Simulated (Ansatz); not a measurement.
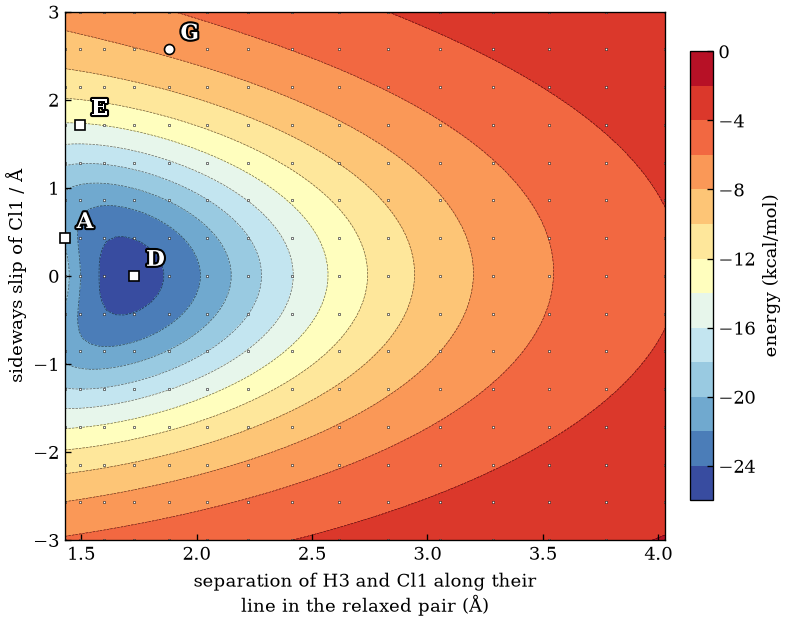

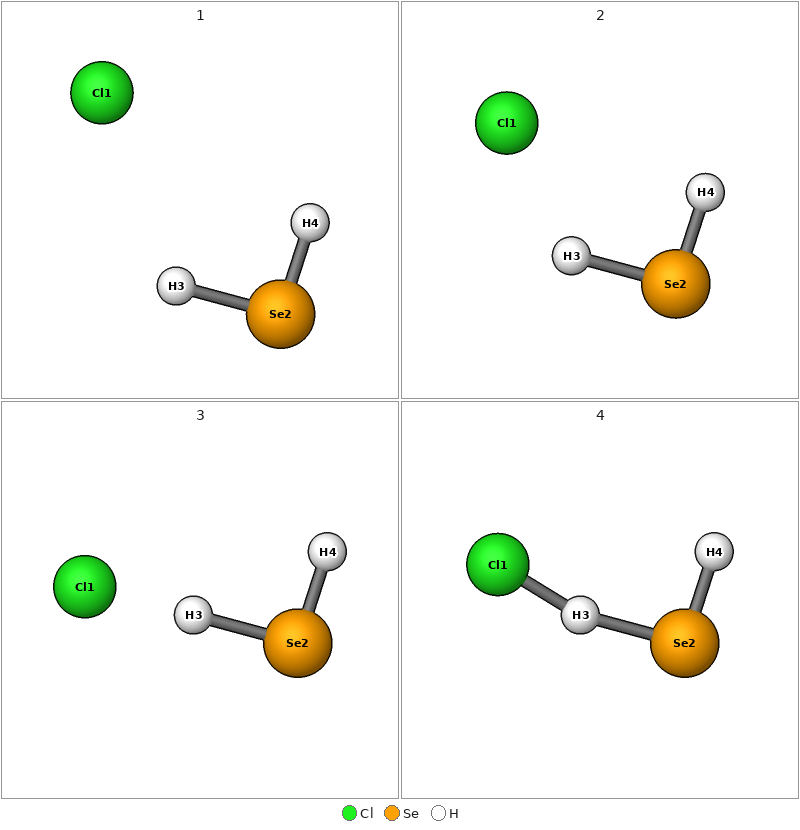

The pair Cl···H₂Se, charge −1. Coordinates scanned: (1) separation of H3 and Cl1 along their line in the relaxed pair; (2) sideways slip of Cl1. Nothing is relaxed (both partners rigid). The scan uses a 15 × 15 grid. Points are written as (first, second). All energies are given in kcal/mol relative to the ion and the molecule far apart, frozen as in the relaxed pair, each in its own basis (no counterpoise correction). The calculation used RKS PBE0-D4/def2-TZVPD (Ansatz).

Drawn: filled contours, dots at the grid points, lettered points. Between grid points the surface is interpolated. The numbered pictures are the structures at these points, in random order.

> Which structure belongs to which point?

A is structure 4: (1.430 Å, 0.43 Å), −20.3 kcal/mol; D is structure 3: (1.731 Å, 0.00 Å), −24.9 kcal/mol; E is structure 2: (1.494 Å, 1.71 Å), −14.2 kcal/mol; G is structure 1: (1.880 Å, 2.57 Å), −7.6 kcal/mol.
